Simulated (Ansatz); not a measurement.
The starting structures come from a database of crystals and need not be the phases stable at ambient conditions.

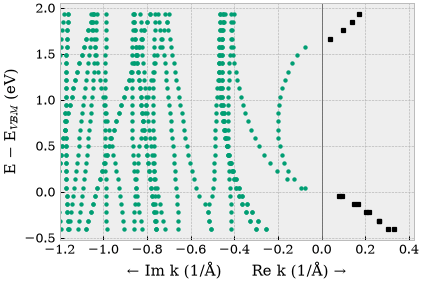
Complex bands at the centre of the two-dimensional zone; r2SCAN (Ansatz, a quantum-chemistry and plane-wave program)

The gap is the functional's own. No spin-orbit coupling. Mid-gap values are interpolated on the energy grid.

Q: This is SrAgSF (P4/nmm, not sure to be the ambient phase, 8 atoms a cell, 19.3 Å³ an atom, -2 GPa at this level) along the normal of (110). Read off the slowest decay at the centre of the two-dimensional zone at 0.85 eV, the computed energy nearest the middle of the gap.

A: κ ≈ 0.20 1/Å, a decay length 1/(2κ) of the density of 2.5 Å.
